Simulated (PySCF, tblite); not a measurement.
**C₄H₄FO₂ radical: geometry, infrared bands and EPR parameters**

Aim: predict the infrared bands and EPR parameters of C₄H₄FO₂ radical (`[CH2][C@@H]1O[C@]1(F)C=O`).

Computed with tblite 0.8.0 and PySCF 2.14.0, with density-fitted response routines of our own, on a single molecule in the gas phase. Atoms are numbered from 0 throughout.

**1. Starting geometry**

11 atoms, charge 0, multiplicity 2; geometry from: force field or distance geometry start.

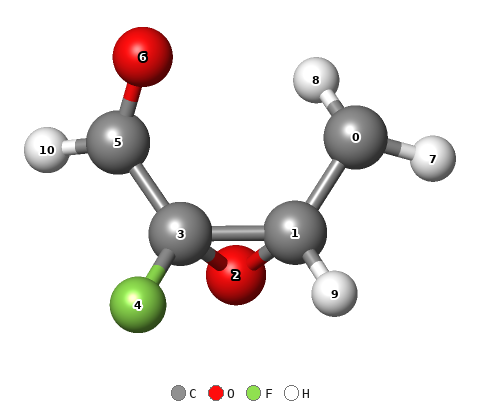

The starting geometry (carbon grey, oxygen red, fluorine green, hydrogen white), atoms numbered.

**2. Relaxing the molecule with GFN2-xTB**

The job: settings as JSON, then the geometry in Å.

```
{"job": {"kind": "relax", "xc": "GFN2-xTB", "basis": "xTB"}, "charge": 0, "multiplicity": 2}
C      1.408400     0.915100     0.093000
C      0.854300    -0.467500     0.022400
O      0.245800    -0.904200    -1.133900
C     -0.607300    -0.754000    -0.033200
F     -1.016900    -1.936200     0.603400
C     -1.613100     0.312400    -0.136300
O     -1.520500     1.353200     0.480300
H      2.459200     0.898300    -0.210800
H      0.793500     1.680600    -0.395600
H      1.478800    -1.278900     0.497200
H     -2.476700     0.183900    -0.772500
```

Command:

```
> OMP_NUM_THREADS=1 python probes_run.py task.json out
```

One launch serves the whole session: the jobs run in the order shown.

Standard output:

```text
step      E/eV     max force
  0    -634.13575    2.484
  1    -634.35034    2.730
  2    -634.44230    1.372
  3    -634.49147    0.686
  4    -634.54098    0.603
  5    -634.56378    0.558
  6    -634.58564    0.441
  7    -634.59882    0.314
  8    -634.61091    0.315
  9    -634.61848    0.258
 10    -634.62531    0.266
 11    -634.63348    0.302
 12    -634.64373    0.398
 13    -634.65439    0.374
 14    -634.66298    0.247
 15    -634.66848    0.233
 16    -634.67233    0.192
 17    -634.67631    0.232
 18    -634.68174    0.305
 19    -634.68930    0.394
 20    -634.69672    0.353
 21    -634.70624    0.234
 22    -634.71259    0.192
 23    -634.71668    0.207
 24    -634.72447    0.326
 25    -634.73557    0.402
 26    -634.74839    0.346
 27    -634.75321    0.670
 28    -634.75825    0.578
 29    -634.77138    0.305
 30    -634.77871    0.243
 31    -634.79453    0.373
 32    -634.81126    0.625
 33    -634.83418    0.479
 34    -634.86127    0.565
 35    -634.89155    0.698
 36    -634.90373    0.466
 37    -634.91270    0.608
 38    -634.92657    0.728
 39    -634.93692    0.323
 40    -634.94953    0.346
 41    -634.95849    0.500
 42    -634.96546    0.424
 43    -634.97251    0.277
 44    -634.97933    0.216
 45    -634.98516    0.224
 46    -634.98835    0.254
 47    -634.99286    0.188
 48    -634.99597    0.158
 49    -634.99845    0.147
 50    -635.00070    0.140
 51    -635.00392    0.149
 52    -635.00826    0.175
 53    -635.01343    0.176
 54    -635.01663    0.139
 55    -635.01790    0.080
 56    -635.01842    0.074
 57    -635.01875    0.052
 58    -635.01900    0.044
 59    -635.01923    0.042
 60    -635.01943    0.047
 61    -635.01972    0.051
 62    -635.01996    0.055
 63    -635.02012    0.046
 64    -635.02021    0.033
 65    -635.02030    0.027
 66    -635.02038    0.024
 67    -635.02045    0.034
 68    -635.02051    0.036
 69    -635.02056    0.033
 70    -635.02063    0.027
 71    -635.02073    0.024
 72    -635.02084    0.028
 73    -635.02093    0.023
 74    -635.02098    0.018
 75    -635.02102    0.022
 76    -635.02106    0.023
 77    -635.02111    0.021
 78    -635.02116    0.014
 79    -635.02118    0.007
```

Wall time 0.26 s (1 thread of Intel Xeon 6975P-C, shared host).

The steps of the relaxation: (not every step is listed)

```
step  energy from step 0 (eV)  largest force (eV/Å)
   0                   0.0000                2.4843
   1                  -0.2146                2.7299
   2                  -0.3066                1.3716
   3                  -0.3557                0.6860
   4                  -0.4052                0.6027
   5                  -0.4280                0.5578
   6                  -0.4499                0.4413
   7                  -0.4631                0.3140
   8                  -0.4752                0.3151
  14                  -0.5272                0.2474
  20                  -0.5610                0.3533
  26                  -0.6126                0.3461
  32                  -0.6755                0.6253
  38                  -0.7908                0.7276
  44                  -0.8436                0.2158
  50                  -0.8650                0.1404
  56                  -0.8827                0.0739
  62                  -0.8842                0.0550
  68                  -0.8848                0.0359
  74                  -0.8852                0.0181
  75                  -0.8853                0.0225
  76                  -0.8853                0.0234
  77                  -0.8854                0.0207
  78                  -0.8854                0.0139
  79                  -0.8854                0.0071
```

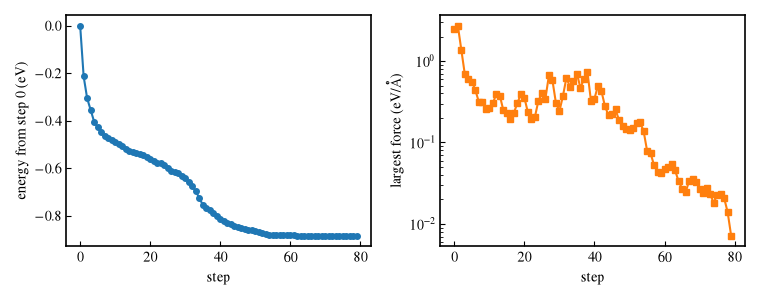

Energy and force, step by step.

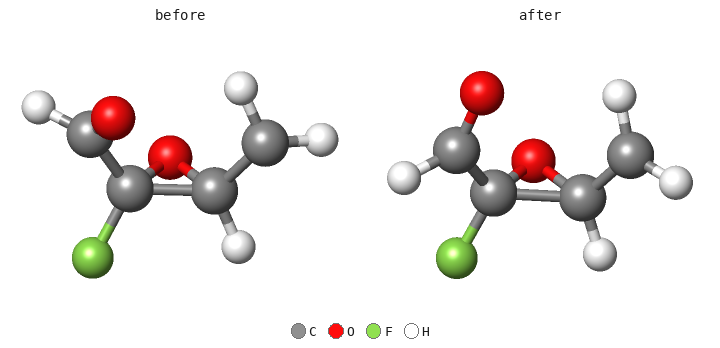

The geometry before (left) and after (right).

Close pairs (by a distance rule), those that changed most:

```
  bond  before (Å)  after (Å)  change (Å)
 C0–C1       1.491      1.403      -0.089
 C1–C3       1.490      1.573      +0.083
 O2–C3       1.401      1.357      -0.044
 C3–F4       1.404      1.361      -0.043
 C1–H9       1.129      1.088      -0.041
 C1–O2       1.378      1.412      +0.034
 C0–H8       1.097      1.074      -0.023
C5–H10       1.080      1.103      +0.023
```

The final coordinates are the input of the step that follows.

**3. Harmonic vibrations with GFN2-xTB**

The job: settings as JSON, then the geometry in Å.

```
{"job": {"kind": "ir", "xc": "GFN2-xTB", "basis": "xTB"}, "charge": 0, "multiplicity": 2}
C      1.436036     0.829164    -0.027138
C      0.919092    -0.468505    -0.154666
O      0.204384    -0.839343    -1.314040
C     -0.627140    -0.743802    -0.245768
F     -1.017410    -1.940640     0.270863
C     -1.607808     0.330504    -0.050839
O     -1.427694     1.477544    -0.376999
H      2.152325     1.045801     0.740847
H      1.065029     1.620354    -0.650667
H      1.421604    -1.293597     0.345699
H     -2.512991    -0.014809     0.476666
```

Standard output:

```text
mode    cm-1     km/mol
  1     117.3      8.53
  2     186.2      8.98
  3     231.3     11.36
  4     285.9      3.04
  5     341.0      1.77
  6     398.6      7.88
  7     433.3      1.48
  8     499.6      8.91
  9     561.0     25.25
 10     611.1     20.44
 11     695.7     58.64
 12     818.4     82.03
 13     874.7     20.23
 14     894.2     12.72
 15     983.9     22.00
 16    1048.6     27.58
 17    1141.0    175.75
 18    1223.0      2.00
 19    1292.0      7.60
 20    1335.7     30.06
 21    1342.6     69.78
 22    1393.8     18.59
 23    1716.0    309.13
 24    2818.9     46.84
 25    2997.5     11.80
 26    3136.1      7.74
 27    3191.6      2.48
```

Run time: 0.18 s. Hardware: 1 thread of Intel Xeon 6975P-C, shared host.

Which atoms move in the most intense modes:

```
cm⁻¹  km/mol                               atoms
 696    58.6  H8 33 %, H7 27 %, C0 26 %, C1 12 %
 818    82.0                    C5 44 %, O2 32 %
1049    27.6  C1 27 %, C3 19 %, H8 13 %, H7 12 %
1141   175.8           C3 52 %, H9 14 %, F4 11 %
1336    30.1                   H10 68 %, C5 12 %
1343    69.8           C3 38 %, O2 22 %, C1 16 %
1716   309.1                    C5 59 %, O6 39 %
2819    46.8                            H10 94 %
```

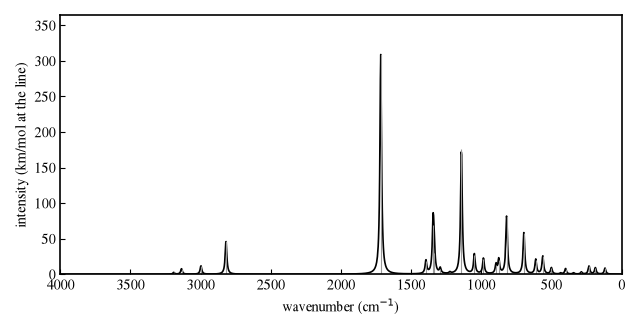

The infrared spectrum from these modes, unscaled. Lines are broadened to a width of 14 cm⁻¹ (Lorentzian).

**4. EPR parameters: B3LYP/pcH-1**

The job, as its differences from that of step 3:

```diff
@@ -1,2 +1,2 @@
-{"job": {"kind": "ir", "xc": "GFN2-xTB", "basis": "xTB"}, "charge": 0, "multiplicity": 2}
+{"job": {"kind": "epr", "basis": "pcH-1"}, "charge": 0, "multiplicity": 2}
 C      1.436036     0.829164    -0.027138
```

With the program's defaults for keys left out, this is: UKS B3LYP, pcH-1 on C F H O, non-relativistic, mean-field spin-orbit, GIAO.

Standard output:

```text
UKS, coarse grid
  cycle   1  E = -404.79155409  |g| = 7.90e-01
  cycle   2  E = -403.77609753  |g| = 1.79e+00
  cycle   3  E = -404.99851016  |g| = 2.35e-01
  cycle   4  E = -405.01526358  |g| = 1.22e-01
  cycle   5  E = -405.02017823  |g| = 2.55e-02
  cycle   6  E = -405.02046032  |g| = 1.21e-02
  cycle   7  E = -405.02053319  |g| = 5.11e-03
  cycle   8  E = -405.02055230  |g| = 2.04e-03
  cycle   9  E = -405.02055523  |g| = 6.49e-04
UKS, final grid
  cycle   1  E = -405.02058383  |g| = 1.08e-03
  cycle   2  E = -405.02058256  |g| = 2.21e-03
  cycle   3  E = -405.02058429  |g| = 2.53e-04
  cycle   4  E = -405.02058432  |g| = 6.68e-05
  cycle   5  E = -405.02058433  |g| = 6.05e-05
  cycle   6  E = -405.02058434  |g| = 1.54e-05
E = -405.02058434 Eh   <S^2> = 0.7605 (exact 0.7500)
g shifts (ppm)      1          2          3
  rmc          -174       -174       -174
  gc             43         24         39
  oz_so         174        863       1495
  total          43        713       1360
hyperfine (MHz)  atom isotope    a_iso     a_fc   dipolar eigenvalues
    0   13C      70.65      70.65    -68.77    -67.64    136.41
    1   13C     -48.32     -48.32    -14.01      3.90     10.11
    2   17O      -2.39      -2.39    -24.08      9.64     14.44
    3   13C      71.70      71.70    -20.34    -19.88     40.21
    4   19F      54.83      54.83    -60.35    -53.68    114.03
    5   13C      -2.89      -2.89     -3.55     -2.41      5.96
    6   17O      -6.40      -6.40    -21.52      8.64     12.88
    7    1H     -54.89     -54.89    -33.13     -0.47     33.60
    8    1H     -53.82     -53.82    -31.80     -0.94     32.73
    9    1H      18.28      18.28     -4.35     -1.76      6.11
   10    1H       3.44       3.44     -3.10     -1.86      4.96
```

It took 27 s on 1 thread of Intel Xeon 6975P-C, shared host; peak memory 0.84 GiB.

Principal g values 2.00236, 2.00303, 2.00368; g(iso) = 2.00302, against 2.00232 for a free electron.

Mean a(iso) over the nuclei that a row names, and the largest dipolar term of the row (other rows stand at the frozen geometry):

```
nuclei  isotope  a(iso) (MHz)  a(iso) (G, at g = 2.0023)  largest dipolar term (MHz)
    C3      13C          71.7                       25.6                        40.2
    C0      13C          70.6                       25.2                       136.4
    F4      19F          54.8                       19.6                       114.0
H7, H8       1H         -54.4                      -19.4                        33.6
    C1      13C         -48.3                      -17.2                       -14.0
    H9       1H          18.3                        6.5                         6.1
    O6      17O          -6.4                       -2.3                       -21.5
   H10       1H           3.4                        1.2                         5.0
    C5      13C          -2.9                       -1.0                         6.0
    O2      17O          -2.4                       -0.9                       -24.1
```

Mulliken spin populations:

```
atom  value (e)
  C0       0.90
  C1      -0.14
  O2       0.04
  C3       0.19
  F4       0.02
  C5       0.01
  O6       0.05
  H7      -0.04
  H8      -0.04
  H9       0.01
 H10       0.00
```

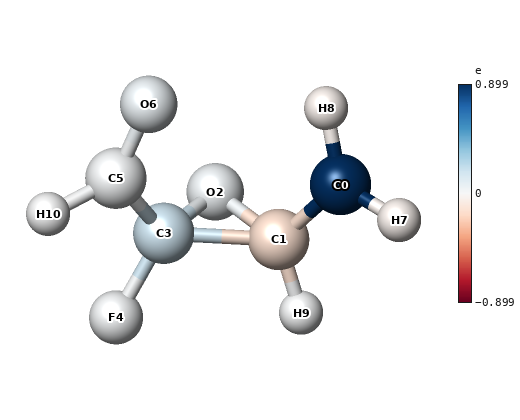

Mulliken spin populations, as colours on the atoms.

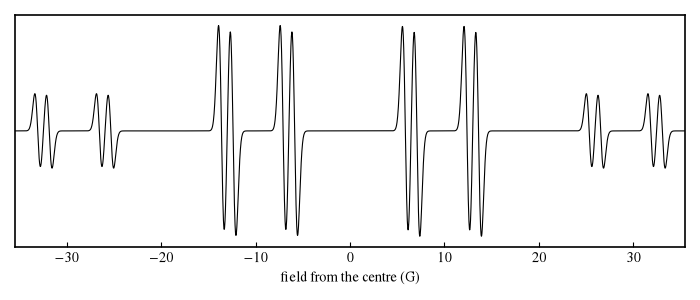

First-order isotropic spectrum (first derivative, main isotopes with spin only, couplings over 0.8 MHz, Gaussian width 0.3 G; couplings of the frozen geometry, rotation of groups not averaged beyond the rows shown).

The fields below are evaluated on a grid from the run's orbitals.

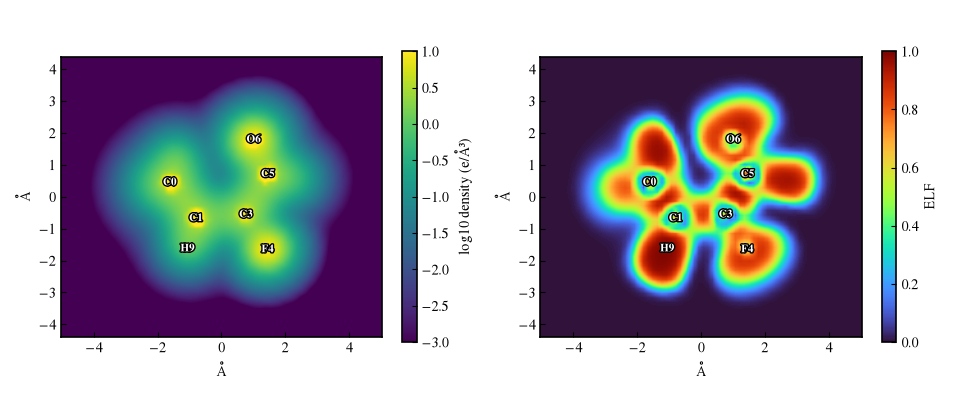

Density (left) and ELF (right) in a plane through or near 7 of the atoms.

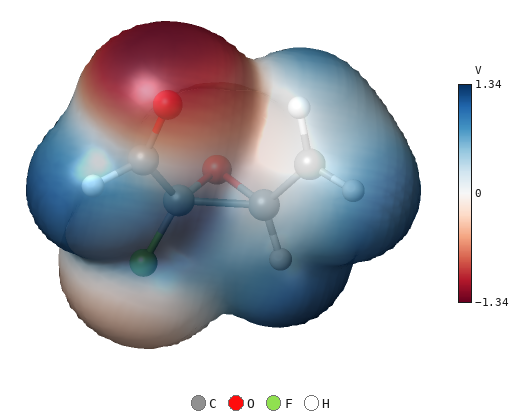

Electrostatic potential on the surface of density 0.002 e/bohr³; red is low, blue high. It runs from -1.28 V near O6 to 1.34 V near H9.

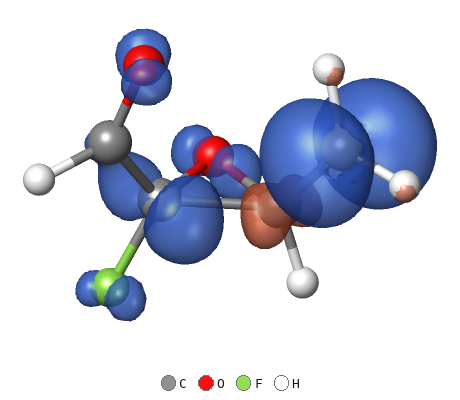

Spin density at ±0.04 e/Å³ (alpha excess blue, beta excess red).

**5. Summary of results**

| quantity | value |
| --- | --- |
| strongest single infrared mode (GFN2-xTB) | 1716 cm⁻¹, 309 km/mol |
| zero-point energy (GFN2-xTB) | 43.7 kcal/mol |
| g(iso) (B3LYP) | 2.00302 |
| ⟨S²⟩ | 0.760 (exact 0.75) |
| largest a(iso) (averaged by class) | 13C on C3, 71.7 MHz |
| surface potential, least and greatest | -1.28 V and 1.34 V |

**Reading.** Over 79 steps the energy fell by 0.885 eV; of the close pairs, C0–C1 changed most, 1.491 to 1.403 Å. All 27 modes are real, so the xTB geometry is a minimum. The strongest single mode, at 1716 cm⁻¹, moves mainly C5 and O6. Unscaled tight-binding wavenumbers are off by several per cent, some by more. Its intensities can rank the bands wrongly. C0 carries the largest spin population, 0.90 e. The isotropic g lies 0.7 ppt above the free-electron value.
